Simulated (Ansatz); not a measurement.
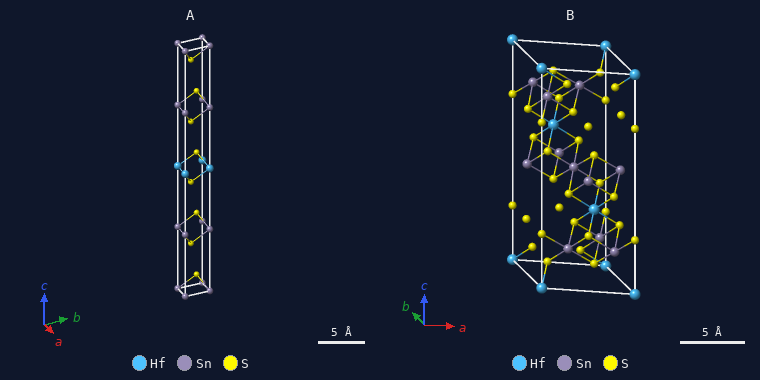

Two structures of HfSn₃S₈, each relaxed to rest (conventional cells in solid outline, small ones repeated, not to one scale). Method: DFT PBE, scalar-relativistic, plane waves, PAW in Ansatz 0.2.0, without spin polarisation.

Name structures A and B.

Answer. A: 12 atoms a cell on a primitive hexagonal lattice, P-3m1. B: 36 atoms a cell on a rhombohedral (trigonal R) lattice, R-3m.

Compare their energies: which is lower?

Answer. A is lower, by 56 meV/atom at this level of theory (energies at zero smearing). Volumes: A 27.3, B 24.4 Å³/atom.

One or both may be structure types tried for this composition rather than known phases.
